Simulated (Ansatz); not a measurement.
HfO2 (fluorite)

```xyz
3
Lattice="0.0000 2.5491 2.5491 2.5491 0.0000 2.5491 2.5491 2.5491 0.0000" Properties=species:S:1:pos:R:3 pbc="T T T"
Hf     0.0000     0.0000     0.0000
O      1.2745     1.2745     1.2745
O      3.8236     3.8236     3.8236
```

In each cell atom 2 (O, nearest neighbour Hf at 2.208 Å; its periodic images, 3.6 Å or more away, move with it) moves by s·(0.707, 0.707, 0.000) (along Cartesian [110]), the rest being held.

The numbers are results of PBE (plane waves to 420 eV, PAW, scalar-relativistic; Ansatz, an electronic-structure program), not measurements. k mesh 9×9×9 (Γ-centred), Fermi-Dirac smearing 0.05 eV. Energies are smeared free energies. HfO2 is run without spin polarisation. HfO2 was relaxed with its symmetry unable to fall. Spin-orbit coupling is left out, though Hf is heavy. The PAW data are Ansatz's earlier set. This is a high-temperature form of HfO2. ΔE is measured from the undisplaced structure.

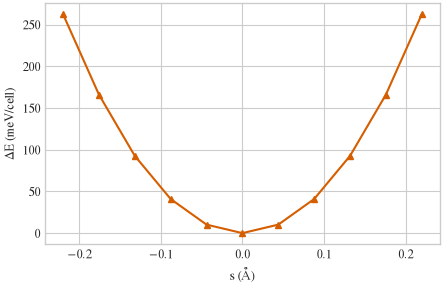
*ΔE (meV/cell) against s (Å); one marker a computed point.*

The force along the line at s = -0.220 Å is 2.46 eV/Å, the force constant k = d²E/ds² at s = 0 (finite differences) is 10.5 eV/Å² and the energy at s = 0.220 Å is 262.5 meV/cell. Harmonic estimate at the end of the scan: ½ks² = 254.3 meV/cell against the computed 262.5 meV/cell, so the well is close to harmonic there. Shape of the curve: a single well with its minimum at or next to zero displacement.

The forces along the line at the two nearest points give (0.464 − (-0.464)) / (2·0.044) = 10.55 eV/Å²; the next pair corrects for the finite step.

(For displaced atoms, the force is minus the slope of the energy, and its curvature is a force constant, which sets phonon frequencies.)
